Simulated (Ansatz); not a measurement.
# Molecular dynamics, with input and output: GeH$_{3}$F (part 5 of 5)

Continued. System: GeH$_{3}$F. Method: RKS PBE0/def2-SVP (Ansatz 0.2.0). It belongs to a series of runs on one base structure; here: dynamics from the last frame of an earlier run.

Geometry of the input (Å):
```
Ge -0.0229  -0.0856  0.0011
H  0.0696  -0.0271  1.4251
F  1.6141  0.0938  -0.6003
H  -0.8319  1.0857  -0.6841
H  -0.4267  -1.5009  -0.4468
```

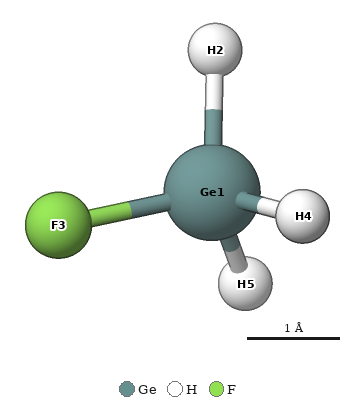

*The geometry at step 150 of the log (ball-and-stick view, seen at a tilt; atoms are numbered from 1 in the order of the input).*

Key numbers:

```csv
quantity,value
outcome,finished
mean temperature over the second half,631 K
trajectory,"150 steps, 37.5 fs"
ensemble,nvt_langevin
temperature in the input,1000.0 K
time step,0.25 fs
potential energy (last step),−59265.2397 eV
mean-field energy (last step),−59265.2397 eV
largest force (length of the vector) (last step),1.715 eV/Å
hardware,"1 thread of Arm Neoverse V2, 24 GiB of memory available, shared host"
wall time,3 min
peak memory,0.11 GiB
```

So short a trajectory is not equilibrated. The logged temperature at the start can lie below the typed one, since it is counted over all degrees of freedom. The temperature stays far from the 1000 K of the thermostat over the second half: the run isn't equilibrated.
